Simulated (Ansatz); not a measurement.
# BClH₃NS···HF: what the fields show

Input

```
crystal:
  periodic: [false, false, false]
  atoms:
    - { symbol: B, position_ang: [0.0, 0.0, 0.0] }
    - { symbol: F, position_ang: [0.0, 0.0, 1.67] }
    - { symbol: "N", position_ang: [1.3423, 0.0, -0.775] }
    - { symbol: H, position_ang: [1.8089, -0.9179, -1.0268] }
    - { symbol: H, position_ang: [1.7937, 0.9179, -1.0532] }
    - { symbol: Cl, position_ang: [-1.6108, 0.0, -0.93] }
    - { symbol: S, position_ang: [-0.2739, 2.0601, 0.6906] }
    - { symbol: H, position_ang: [-1.575, 2.4834, 0.394] }
    - { symbol: H, position_ang: [-0.1407, 1.0582, 1.6601] }
basis:
  gaussian: { orbitals: "6-31G*" }
hamiltonian:
  xc: pbe0
relax:
  f_tol: 0.15
  max_steps: 25
  restrain:
    - { distance: [0, 6], at: 1.89, k: 30.0 }
    - { distance: [8, 1], at: 0.92, k: 30.0 }
    - { distance: [0, 1], at: 2.52, k: 30.0 }
    - { distance: [8, 6], at: 2.6, k: 30.0 }
output:
  orbitals: {}
```

Run with:

```sh
ansatz run input.yaml --threads 2 --pin off --max-ram 3072MiB --backend cpu --events-out ev --progress --plain --runs-dir out
```

The fields are those of the run's last geometry, not of the input's.

Not at a stationary point (largest force 0.5 eV/Å).

All numbers below come from RKS PBE0/6-31G* in Ansatz.

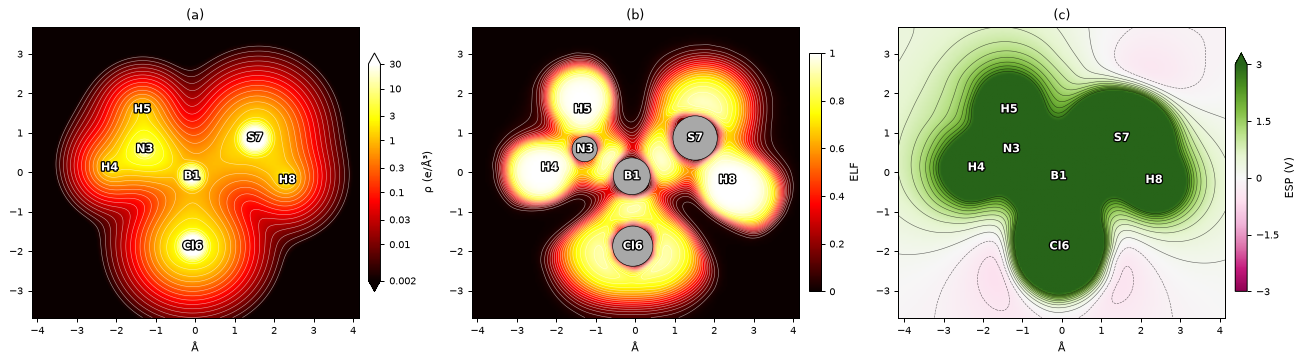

Figure 1. (a) total electron density; (b) ELF; (c) electrostatic potential on the plane of atoms Cl6, B1 and S7. Grey discs cover the atomic cores in the ELF map.

**Describe what can be read from this map.**

- The plane passes through B, N, H, Cl and S nuclei.
- B–N (1.39 Å): the density is about 2 e/Å³ at the midpoint; the ELF peaks at about 0.95 between the atoms: a short, strongly polar bond.
- B–Cl (1.77 Å): the density is about 1.3 e/Å³ at the midpoint; the ELF peaks at about 0.90 between the atoms; a polar covalent bond.
- B–S (1.87 Å): the density is about 1.1 e/Å³ at the midpoint; the ELF peaks at about 0.95 between the atoms, as expected for a shared electron pair.
- N–H (1.01 Å): the density is about 2.8 e/Å³ at the midpoint; the ELF climbs to about 1 towards the hydrogen, as it does in any bond to H: an ordinary covalent bond to hydrogen.
- S–H (1.34 Å): the density is about 1.5 e/Å³ at the midpoint; the ELF climbs to about 1 towards the hydrogen.
- The ELF also peaks beside Cl6 and S7, away from the bonds: lone-pair regions.
- Outside the dense part of the complex the potential is most negative (−0.6 V) near Cl6.

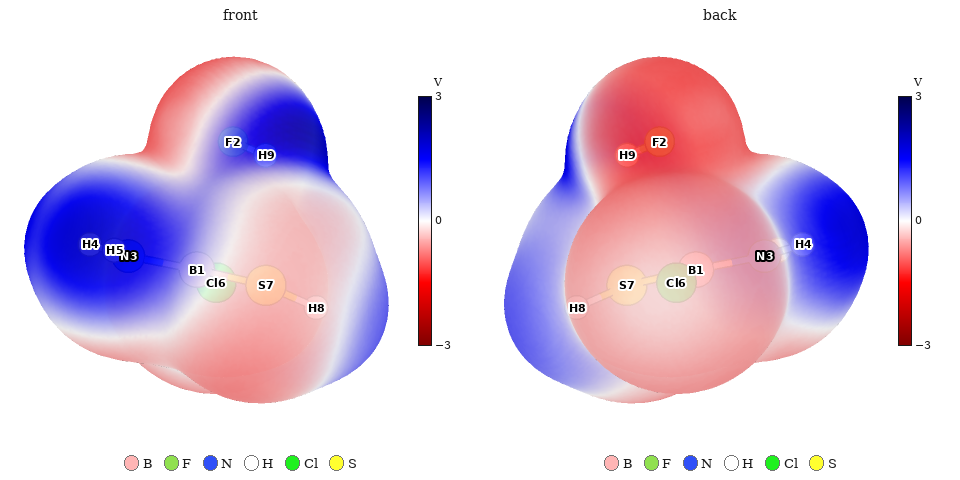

Figure 2. The molecular electrostatic potential painted on the density surface at 0.001 e/bohr³, seen from the front and from behind; red is negative and blue positive.

**Describe the electrostatic potential map.**

The most negative region (about −1.2 V, or −28 kcal/mol for a unit charge) lies over F2, the most positive (about +2.0 V, or +46 kcal/mol for a unit charge) over H9.

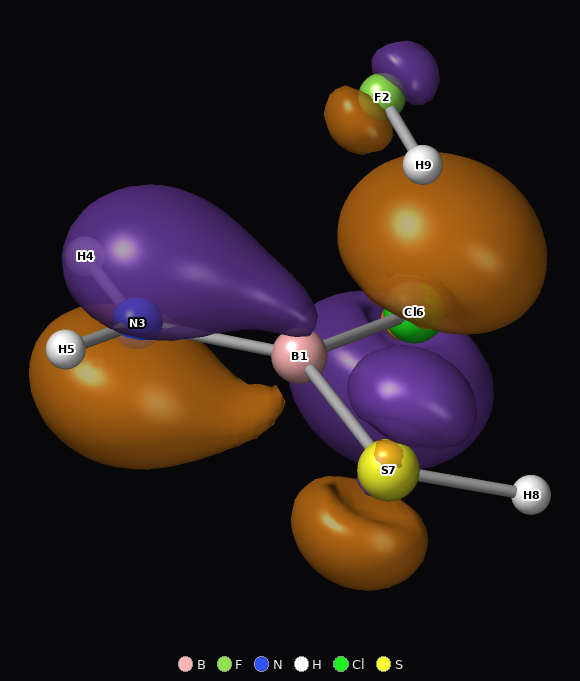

Figure 3. The HOMO−1 at ±0.15 Å⁻³ᐟ² (orange and purple are the two phases), seen at a tilt.

**Describe this orbital and give its energy.**

It lies mainly on Cl6 (about 40 %), N3 (about 30 %), S7 (about 10 %) and B1 (about 10 %); largely a combination of lone pairs on Cl6, N3 and S7. Its energy is −8.35 eV.
